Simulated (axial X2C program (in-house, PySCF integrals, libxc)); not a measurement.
Run report: AuSi⁺, relativistic diatomic calculation

AuSi⁺, single determinant with Ω = 0. Computed at this level: HF, two-component X2C with atomic mean-field Coulomb and Gaunt terms, Au dyall-cv3z, Si dyall-v3z (cores contracted) (axial X2C program (in-house, PySCF integrals, libxc)).

**Output**
```
two-component X2C + atomic mean field  HF
basis functions 224  fitting functions 1151  grid points 5078
iter        total energy     max residual
   1     -19300.592586442     1.11e+00
   2     -19300.637047878     1.90e-02
   3     -19300.639351870     1.47e-01
   4     -19300.641918617     2.83e-02
   5     -19300.642168061     2.18e-03
   6     -19300.642212322     4.50e-03
   7     -19300.642218790     7.93e-04
   8     -19300.642219567     9.66e-05
   9     -19300.642219847     2.82e-04
  10     -19300.642220006     1.81e-04
  11     -19300.642220107     2.24e-05
  12     -19300.642220129     3.56e-05
  13     -19300.642220134     1.68e-05
  14     -19300.642220135     1.80e-06
converged
one-electron -26959.09748744  Coulomb 7794.92262249  exact exchange -384.30353834  xc functional 0.00000000  nuclear repulsion 265.54899967  atomic mean-field constant -17.71281652
correlated 14  virtual 260  natural virtual 90  E(MP2) -0.485082525  MP2 remainder -0.032942256
iter   CCSD correlation   residual
   1     -0.413324264   1.98e-01
   2     -0.429649922   8.85e-02
   3     -0.434633714   3.94e-02
   4     -0.434756417   1.59e-02
   5     -0.434996610   6.80e-03
   6     -0.435118188   2.74e-03
   7     -0.435116460   1.15e-03
   8     -0.435119607   4.68e-04
   9     -0.435124253   2.91e-04
  10     -0.435123649   1.75e-04
  11     -0.435121991   8.00e-05
  12     -0.435122223   3.24e-05
  13     -0.435121563   1.59e-05
  14     -0.435121494   6.55e-06
  15     -0.435121519   3.02e-06
  16     -0.435121494   1.40e-06
  17     -0.435121495   6.38e-07
(T) -0.02137331798059675  T1 0.0474  D1 0.1084  max T2 0.064
```

**The points of the curve**

```
R (Å)    E (hartree)  dipole (D; origin at the first atom, positive when the second is positive)  highest filled (eV)  lowest empty (eV)
1.917  −19300.593246                                                                        3.42               −14.53              −5.90
2.006  −19300.618690                                                                        3.80               −14.54              −5.88
2.072  −19300.630690                                                                        4.12               −14.52              −5.88
2.138  −19300.638164                                                                        4.45               −14.49              −5.87
2.204  −19300.642220                                                                        4.80               −14.45              −5.87
2.281  −19300.643751                                                                        5.20               −14.38              −5.87
2.358  −19300.642797                                                                        5.59               −14.30              −5.87
2.458  −19300.639122                                                                        6.07               −14.17              −5.87
2.579  −19300.632382                                                                        6.59               −14.00              −5.85
```

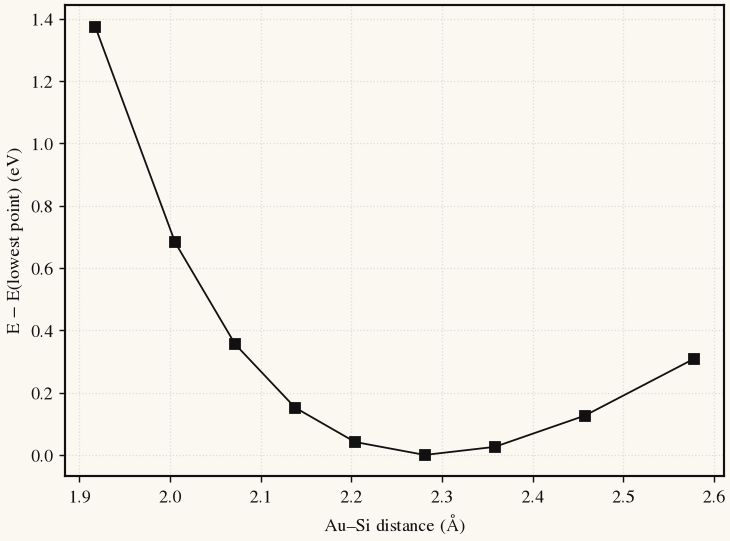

**Figure 1.** Energy at 9 bond lengths, for one set of occupations held fixed; the line joins the points. A polynomial of degree 6 through 8 points gives rₑ = 2.286 Å, ωₑ = 349.9 cm⁻¹, ωₑxₑ = 1.5 cm⁻¹ and Bₑ = 0.1317 cm⁻¹. The minimum lies 2.12 eV below Au + Si⁺, each computed as one determinant at the same level.

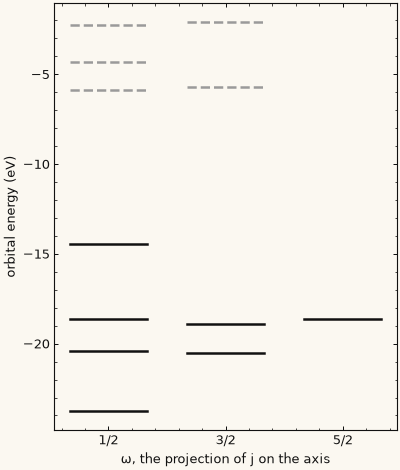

**Figure 2.** Orbital energies near the frontier at 2.20 Å, filled (solid) and empty (dashed); the Kramers partners at −ω are degenerate and not drawn. The highest filled spinor (1/2; 58 % Si p, 30 % Au s) lies at −14.45 eV, the lowest empty one (1/2; 70 % Si p, 20 % Au p) at −5.87 eV.

**Input file**
```
{"zs": [79, 14], "q": 1, "bas": ["dyall-cv3z", "dyall-v3z"], "levels": ["PBE0", "HF", "BHandHLYP"], "cc": true, "r0": 2.4, "thr": -2.0, "nmax": 90, "npts": 10, "nst": 2, "ntry": 6}
```

The line is the task of a batch: nuclear charges, charge, bases, the levels to run, a first guess of the distance and further settings. This report covers HF with spin-orbit coupling. The log is that of the reference distance 2.204 Å.

The run was one of a batch that the task file lists, launched with:
```bash
python <driver script> task.json out
```

**Key numbers**

- outcome: converged
- bond length rₑ: 2.286 Å
- ωₑ: 349.9 cm⁻¹
- energy at the minimum: −19300.64376 hartree
- depth below the fragments: 2.12 eV
- hardware: 1 thread of AMD EPYC (Zen 5), 24 GiB of memory available, shared host
- wall time: 11 s
- peak memory: 0.95 GiB

**Notes**

Hartree–Fock lacks correlation, so it usually binds too weakly. To bear in mind: 9 of the 10 points asked for were kept.
